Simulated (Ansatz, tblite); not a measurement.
# The cluster Ga₁₃Sb₁₁F₆: one state, many levels

Aim: run the singlet of the cluster Ga₁₃Sb₁₁F₆ at one geometry on many levels, and compare frontier levels, spin and run time.

Method: as each input shows; program: Ansatz 0.2.0, Gaussian basis.

Levels to be run: GFN1-xTB, PBE-D4/def2-SVP, r2SCAN-D4/def2-SVP, B97M-V/def2-SVP, PBE0-D4/def2-TZVP, PBE-D4/def2-TZVP, MP2/def2-SVP.

1 further run of the same task is left out (set aside as unsound or not needed). Runs told in other sessions of the task aren't counted.

## 1. The relaxed structure

The singlet was relaxed beforehand with PBE-D4/def2-SVP.

30 atoms, charge 0, spin multiplicity 1.

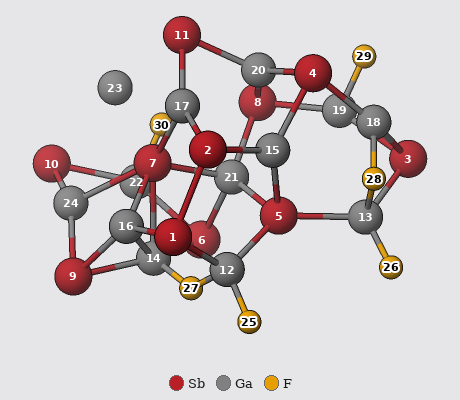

The geometry (antimony red, gallium grey, fluorine amber); atoms are numbered from 1 in the order of the file.

Sb takes a core potential in the def2 sets. No spin-orbit coupling is included.

PBE0-D4/def2-SVP was run before; its log isn't repeated, and its numbers join the tables.

## 2. GFN1-xTB

Tight binding, by tblite at 300 K electronic temperature and without a spin-polarisation term:

```python
tblite.interface.Calculator('GFN1-xTB', numbers, positions, charge=0, uhf=0).singlepoint()
```

Energy -2081.1981 eV, HOMO -8.48 eV, LUMO -7.67 eV; 0.63 s.

## 3. PBE-D4/def2-SVP

start.molden holds the orbitals of an earlier run on this state, given as this run's starting guess.

Input file in.yaml:

```yaml
crystal:
  periodic: [false, false, false]
  atoms:
    - {symbol: Sb, position_ang: [-0.893751, -4.388182, 1.077628]}
    - {symbol: Sb, position_ang: [1.280344, -3.904466, -0.745160]}
    - {symbol: Sb, position_ang: [-1.455467, 2.390086, -4.825805]}
    - {symbol: Sb, position_ang: [2.239887, -0.919311, -3.839668]}
    - {symbol: Sb, position_ang: [-1.630426, -0.421622, -1.163362]}
    - {symbol: Sb, position_ang: [-1.856903, 2.420802, 2.228188]}
    - {symbol: Sb, position_ang: [1.099896, -0.468044, 2.047114]}
    - {symbol: Sb, position_ang: [1.570128, 2.960548, -0.749919]}
    - {symbol: Sb, position_ang: [-1.336011, -1.773261, 5.241537]}
    - {symbol: Sb, position_ang: [1.805324, 2.088301, 5.813005]}
    - {symbol: Sb, position_ang: [4.515180, -0.067952, -0.069683]}
    - {symbol: Ga, position_ang: [-2.535174, -2.364079, 0.388994]}
    - {symbol: Ga, position_ang: [-2.562218, 0.341304, -3.524821]}
    - {symbol: Ga, position_ang: [-1.718761, -0.054773, 3.142566]}
    - {symbol: Ga, position_ang: [0.452797, -1.757765, -2.057550]}
    - {symbol: Ga, position_ang: [-0.305084, -2.574864, 2.890022]}
    - {symbol: Ga, position_ang: [2.600218, -1.762532, 0.173857]}
    - {symbol: Ga, position_ang: [0.125401, 0.295548, -4.788694]}
    - {symbol: Ga, position_ang: [0.562882, 2.869573, -3.142450]}
    - {symbol: Ga, position_ang: [2.695673, 0.755791, -1.758238]}
    - {symbol: Ga, position_ang: [-0.216483, 1.295100, 0.339742]}
    - {symbol: Ga, position_ang: [0.437261, 2.515165, 3.579722]}
    - {symbol: Ga, position_ang: [3.479260, 1.411293, 2.917235]}
    - {symbol: Ga, position_ang: [0.665068, -0.054655, 5.040596]}
    - {symbol: F, position_ang: [-4.225915, -2.871247, 0.133374]}
    - {symbol: F, position_ang: [-4.223650, -0.166220, -3.905800]}
    - {symbol: F, position_ang: [-2.846020, -1.195158, 2.005076]}
    - {symbol: F, position_ang: [-1.407252, -0.968495, -4.559565]}
    - {symbol: F, position_ang: [1.859687, 3.287369, -4.331422]}
    - {symbol: F, position_ang: [1.814711, 3.059748, 2.388381]}
basis:
  gaussian: {orbitals: def2-SVP, fitting: {mean_field: def2-universal-jkfit}, initial_orbitals: start.molden}
hamiltonian: {xc: pbe, dispersion: d4}
scf: {omitted_lower_state_checks: [starts]}
output: {forces: true, orbitals: {seedname: orbitals}}
```

Launch:

```console
> ansatz run in.yaml --threads 11 --pin off --events-out ev --progress --plain --max-ram 110592MiB --backend cuda --devices 0, --max-vram 75GiB
```

Standard output, cut to the lines that bear on the results:

```text
Functional definition: PBE
  name "PBE"
  cite "Perdew, Burke & Ernzerhof, Phys. Rev. Lett. 77, 3865 (1996) doi:10.1103/PhysRevLett.77.3865"
  parent pbe
[...]
6318 factors; integrals over basis functions are off by at most 8.7e-2 eV
[...]
mean field -768944.02912210 eV, -28258.1718612541 hartree, gradient 6.7e-5 eV, S^2 0.000000; 0 other end points of the search recorded, 0 dependent functions left out
[...]
reference -768944.02920256 eV, -28258.1718642113 hartree; 355, 355 occupied and 431, 431 virtual orbitals, 6318 factors
Total energy: -768949.00759533 eV, -28258.3548167710 hartree
Atom 0 at    -0.893751    -4.388182     1.077628 Å, force    -0.002054     0.003492     0.000908 eV/Å
Atom 1 at     1.280344    -3.904466    -0.745160 Å, force     0.000937    -0.003074    -0.005051 eV/Å
Atom 2 at    -1.455467     2.390086    -4.825805 Å, force     0.003161     0.004741     0.006286 eV/Å
Atom 3 at     2.239887    -0.919311    -3.839668 Å, force    -0.007430     0.001557    -0.009468 eV/Å
Atom 4 at    -1.630426    -0.421622    -1.163362 Å, force     0.005195     0.007419    -0.001402 eV/Å
Atom 5 at    -1.856903     2.420802     2.228188 Å, force     0.000879    -0.003411    -0.001640 eV/Å
Atom 6 at     1.099896    -0.468044     2.047114 Å, force    -0.004162    -0.012938    -0.007209 eV/Å
Atom 7 at     1.570128     2.960548    -0.749919 Å, force     0.001976    -0.005357     0.014718 eV/Å
[...]
Atom 14 at     0.452797    -1.757765    -2.057550 Å, force     0.002598    -0.000857     0.004978 eV/Å
Atom 15 at    -0.305084    -2.574864     2.890022 Å, force     0.002384     0.012330    -0.000618 eV/Å
Atom 16 at     2.600218    -1.762532     0.173857 Å, force    -0.002758     0.003446     0.004020 eV/Å
Atom 17 at     0.125401     0.295548    -4.788694 Å, force     0.001913    -0.010217     0.005978 eV/Å
Atom 18 at     0.562882     2.869573    -3.142450 Å, force     0.004107    -0.003806    -0.027422 eV/Å
Atom 19 at     2.695673     0.755791    -1.758238 Å, force    -0.001495     0.013605     0.014448 eV/Å
Atom 20 at    -0.216483     1.295100     0.339742 Å, force     0.002421    -0.000261     0.003580 eV/Å
Atom 21 at     0.437261     2.515165     3.579722 Å, force    -0.010159    -0.002487    -0.001530 eV/Å
Atom 22 at     3.479260     1.411293     2.917235 Å, force     0.013446    -0.006700     0.009209 eV/Å
Atom 23 at     0.665068    -0.054655     5.040596 Å, force    -0.000310     0.015594     0.015226 eV/Å
Atom 24 at    -4.225915    -2.871247     0.133374 Å, force     0.002467     0.001114     0.000733 eV/Å
Atom 25 at    -4.223650    -0.166220    -3.905800 Å, force     0.009098     0.003698     0.000047 eV/Å
Atom 26 at    -2.846020    -1.195158     2.005076 Å, force     0.000062     0.018157     0.017012 eV/Å
Atom 27 at    -1.407252    -0.968495    -4.559565 Å, force     0.015594    -0.006719    -0.011043 eV/Å
Atom 28 at     1.859687     3.287369    -4.331422 Å, force    -0.013489    -0.000857     0.008167 eV/Å
Atom 29 at     1.814711     3.059748     2.388381 Å, force    -0.005695     0.013965    -0.015262 eV/Å
Dipole moment:     0.825993     0.140906     0.936316 e Å
Checks for a lower state left out: starts
```

Wall time 6 s (1 × H100 with 11 threads of AMD EPYC 7R13, shared host); peak host memory 1.7 GiB.

From the report: HOMO -4.64 eV, LUMO -4.04 eV.

## 4. r2SCAN-D4/def2-SVP

Changes to in.yaml since step 3:

```diff
@@ -35,4 +35,4 @@
   gaussian: {orbitals: def2-SVP, fitting: {mean_field: def2-universal-jkfit}, initial_orbitals: start.molden}
-hamiltonian: {xc: pbe, dispersion: d4}
+hamiltonian: {xc: r2scan, dispersion: d4}
 scf: {omitted_lower_state_checks: [starts]}
-output: {forces: true, orbitals: {seedname: orbitals}}
+output: {orbitals: {seedname: orbitals}}
```

Launched as before.

Standard output:

```text
Functional definition: r2SCAN
  name "r2SCAN"
  cite "Furness, Kaplan, Ning, Perdew & Sun, J. Phys. Chem. Lett. 11, 8208 (2020) doi:10.1021/acs.jpclett.0c02405"
  cite "Furness, Kaplan, Ning, Perdew & Sun, J. Phys. Chem. Lett. 11, 9248 (2020) doi:10.1021/acs.jpclett.0c03077"
  parent r2scan
  parameter k0 = 0.174
  parameter k1 = 0.065
  parameter a1 = 4.9479
  exchange = r2scan_x(k0 = k0, k1 = k1, a1 = a1)
  correlation = r2scan_c
these checks for a lower state are left out or cut short: starts
6318 factors; integrals over basis functions are off by at most 8.7e-2 eV
mean field evaluation 1: about -769081.7753 eV, gradient 1.3e1 eV
mean field evaluation 2: about -769082.2222 eV, gradient 4.3e-1 eV
mean field evaluation 4: about -769082.2171 eV, gradient 1.2e-2 eV
mean field -769082.21709102 eV, -28263.2501754451 hartree, gradient 2.0e-5 eV, S^2 0.000000; 0 other end points of the search recorded, 0 dependent functions left out
reference -769082.21711467 eV, -28263.2501763139 hartree; 355, 355 occupied and 431, 431 virtual orbitals, 6318 factors
Total energy: -769083.47084995 eV, -28263.2962502356 hartree
Checks for a lower state left out: starts
```

It took 6 s on 1 × H100 with 11 threads of AMD EPYC 7R13, shared host; peak host memory 1.6 GiB.

HOMO -4.81 eV, LUMO -4.15 eV.

## 5. B97M-V/def2-SVP

Changes to in.yaml since step 4:

```diff
@@ -35,3 +35,3 @@
   gaussian: {orbitals: def2-SVP, fitting: {mean_field: def2-universal-jkfit}, initial_orbitals: start.molden}
-hamiltonian: {xc: r2scan, dispersion: d4}
+hamiltonian: {xc: {name: B97M-V}}
 scf: {omitted_lower_state_checks: [starts]}
```

The command is unchanged.

Standard output, cut to the lines that bear on the results:

```text
Functional definition: B97M-V
  name "B97M-V"
  cite "Mardirossian & Head-Gordon, J. Chem. Phys. 142, 074111 (2015) doi:10.1063/1.4907719"
  cite "Becke, J. Chem. Phys. 107, 8554 (1997) doi:10.1063/1.475007"
  cite "Vydrov & Van Voorhis, J. Chem. Phys. 133, 244103 (2010) doi:10.1063/1.3521275"
  # Of w^i u^j: cxij and so on, Table III.
[...]
  gx(w, u) = cx00 + cx01*u + cx02*u^2 + (cx10 + cx11*u)*w
  gss(w, u) = css00 + css02*u^2 + css10*w + (css32*w^3 + css42*w^4)*u^2
  gos(w, u) = cos00 + cos01*u + cos03*u^3 + cos10*w + cos32*w^3*u^2
[...]
      + integral(e_c_pw_mod_opposite_spin*gos(b97_w_opposite, b97_u_opposite)) + vv10(b, c)
[...]
6318 factors; integrals over basis functions are off by at most 8.7e-2 eV
[...]
mean field -768923.39383831 eV, -28257.4135285619 hartree, gradient 1.6e-5 eV, S^2 0.000000; 0 other end points of the search recorded, 0 dependent functions left out
reference -768923.39395491 eV, -28257.4135328472 hartree; 355, 355 occupied and 431, 431 virtual orbitals, 6318 factors
Total energy: -768923.39395491 eV, -28257.4135328472 hartree
Checks for a lower state left out: starts
```

Wall time 8 s (1 × H100 with 11 threads of AMD EPYC 7R13, shared host); peak host memory 1.8 GiB.

Report: HOMO -4.63 eV, LUMO -3.98 eV.

## 6. PBE0-D4/def2-TZVP

Changes to in.yaml since step 5:

```diff
@@ -34,4 +34,4 @@
 basis:
-  gaussian: {orbitals: def2-SVP, fitting: {mean_field: def2-universal-jkfit}, initial_orbitals: start.molden}
-hamiltonian: {xc: {name: B97M-V}}
+  gaussian: {orbitals: def2-TZVP, fitting: {mean_field: def2-universal-jkfit}, initial_orbitals: start.molden}
+hamiltonian: {xc: pbe0, dispersion: d4}
 scf: {omitted_lower_state_checks: [starts]}
```

Launched as before.

Standard output, cut to the lines that bear on the results:

```text
Functional definition: PBE0
  name "PBE0"
  cite "Adamo & Barone, J. Chem. Phys. 110, 6158 (1999) doi:10.1063/1.478522"
  cite "Perdew, Burke & Ernzerhof, Phys. Rev. Lett. 77, 3865 (1996) doi:10.1103/PhysRevLett.77.3865"
  parent pbe
[...]
6318 factors; integrals over basis functions are off by at most 1.6e0 eV
[...]
mean field -769068.80999224 eV, -28262.7574736525 hartree, gradient 2.3e-5 eV, S^2 0.000000; 0 other end points of the search recorded, 0 dependent functions left out
reference -769068.81005747 eV, -28262.7574760496 hartree; 355, 355 occupied and 1005, 1005 virtual orbitals, 6318 factors
Total energy: -769073.38400769 eV, -28262.9255656200 hartree
Checks for a lower state left out: starts
```

It took 20 s on 1 × H100 with 11 threads of AMD EPYC 7R13, shared host; peak host memory 1.8 GiB.

Report: HOMO -5.23 eV, LUMO -3.68 eV.

## 7. PBE-D4/def2-TZVP

Changes to in.yaml since step 6:

```diff
@@ -35,3 +35,3 @@
   gaussian: {orbitals: def2-TZVP, fitting: {mean_field: def2-universal-jkfit}, initial_orbitals: start.molden}
-hamiltonian: {xc: pbe0, dispersion: d4}
+hamiltonian: {xc: pbe, dispersion: d4}
 scf: {omitted_lower_state_checks: [starts]}
```

Same command.

Standard output:

```text
Functional definition: PBE
  name "PBE"
  cite "Perdew, Burke & Ernzerhof, Phys. Rev. Lett. 77, 3865 (1996) doi:10.1103/PhysRevLett.77.3865"
  parent pbe
  parameter kappa = 0.804
  parameter beta = 0.06672455060314922
  exchange = pbe_x(kappa = kappa, mu = beta*pi^2/3)
  correlation = pbe_c(beta = beta)
these checks for a lower state are left out or cut short: starts
6318 factors; integrals over basis functions are off by at most 1.6e0 eV
mean field evaluation 1: about -769037.9030 eV, gradient 4.5e2 eV
mean field evaluation 2: about -769052.2741 eV, gradient 1.8e1 eV
mean field evaluation 4: about -769053.3277 eV, gradient 3.1e-2 eV
mean field evaluation 8: about -769053.3333 eV, gradient 1.8e-5 eV
mean field -769053.33329535 eV, -28262.1887155322 hartree, gradient 1.8e-5 eV, S^2 0.000000; 0 other end points of the search recorded, 0 dependent functions left out
reference -769053.33338095 eV, -28262.1887186778 hartree; 355, 355 occupied and 1005, 1005 virtual orbitals, 6318 factors
Total energy: -769058.31177371 eV, -28262.3716712375 hartree
Checks for a lower state left out: starts
```

It took 8.5 s on 1 × H100 with 11 threads of AMD EPYC 7R13, shared host; peak host memory 1.8 GiB.

From the report: HOMO -4.67 eV, LUMO -4.07 eV.

## 8. MP2/def2-SVP

Changes to in.yaml since step 7:

```diff
@@ -34,4 +34,4 @@
 basis:
-  gaussian: {orbitals: def2-TZVP, fitting: {mean_field: def2-universal-jkfit}, initial_orbitals: start.molden}
-hamiltonian: {xc: pbe, dispersion: d4}
+  gaussian: {orbitals: def2-SVP, initial_orbitals: start.molden}
+correlation: {method: mp2}
 scf: {omitted_lower_state_checks: [starts]}
```

Launched as before.

Standard output, cut to the lines that bear on the results:

```text
Functional definition: HF
  name "HF"
  cite "Fock, Z. Phys. 61, 126 (1930) doi:10.1007/BF01340294"
  parent pbe
[...]
8581 factors; integrals over basis functions are off by at most 4.6e-4 eV
[...]
mean field -768123.01920930 eV, -28228.0003034592 hartree, gradient 8.4e-6 eV, S^2 0.000000; 0 other end points of the search recorded, 0 dependent functions left out; unrestricted orbitals would lower it
[...]
167 core orbitals not correlated: weight in the atoms' cores, before any rotation towards them, 1.000 or more for the frozen orbitals, at most 0.000 for the correlated occupied ones
reference -768123.01920930 eV, -28228.0003034592 hartree; 188, 188 occupied and 431, 431 virtual orbitals, 8581 factors
second order -142.70382170 eV of doubles, -0.00000000 eV of singles
Total energy: -768265.72303100 eV, -28233.2445721787 hartree
Checks for a lower state left out: starts
```

Run time: 22 s. Hardware: 1 × H100 with 11 threads of AMD EPYC 7R13, shared host; peak host memory 2.4 GiB.

Report: Hartree-Fock HOMO -6.29 eV, LUMO -1.39 eV. Doubts: restricted state is unstable towards broken spin symmetry.

## 9. Comparison

```tsv
level	functions	HOMO (eV)	LUMO (eV)	gap (eV)	time
PBE-D4/def2-SVP	786	-4.64	-4.04	0.59	6 s
PBE-D4/def2-TZVP	1360	-4.67	-4.07	0.60	8.5 s
r2SCAN-D4/def2-SVP	786	-4.81	-4.15	0.66	6 s
B97M-V/def2-SVP	786	-4.63	-3.98	0.65	8 s
PBE0-D4/def2-SVP	786	-5.23	-3.69	1.54	15 s
PBE0-D4/def2-TZVP	1360	-5.23	-3.68	1.55	20 s
```

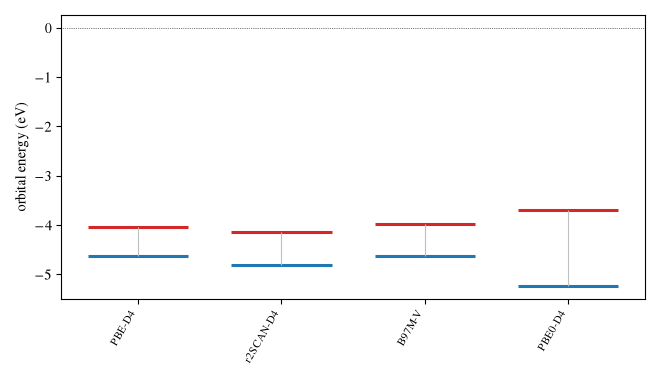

Highest filled (blue) and lowest empty (red) level in def2-SVP.

The pieces so far (eV):

```tsv
basis	HF	MP2 correlation	total
def2-SVP	-768123.0192	-142.7038	-768265.7230 (MP2)
```

## 10. Binding energy

Free atoms were run apart at each level; binding is atoms less cluster, divided by the number of atoms, without zero-point or spin-orbit terms.

```tsv
level	binding an atom (eV)
HF/def2-SVP	1.474
PBE-D4/def2-SVP	3.097
PBE-D4/def2-TZVP	3.064
r2SCAN-D4/def2-SVP	2.933
B97M-V/def2-SVP	2.858
PBE0-D4/def2-SVP	2.954
PBE0-D4/def2-TZVP	2.939
MP2/def2-SVP	2.783
```

## 11. Results

| quantity | value |
| --- | --- |
| gap in def2-SVP, named functionals, smallest and largest | 0.59 eV (PBE-D4), 1.54 eV (PBE0-D4) |
| correlation energy, MP2/def2-SVP | -142.70 eV |
| binding an atom, functionals in def2-SVP | 2.86 (B97M-V) to 3.10 eV (PBE-D4) |
| PBE0 total energy, smallest basis above largest | 108.92 eV (def2-SVP, def2-TZVP) |

**Reading.** Over the named functionals in def2-SVP the gap runs from 0.59 eV (PBE-D4) to 1.54 eV (PBE0-D4); exact exchange widens it.

The slowest run with a step of its own, MP2/def2-SVP, took 22 s; the quickest functional in def2-SVP took 6 s (shared host).
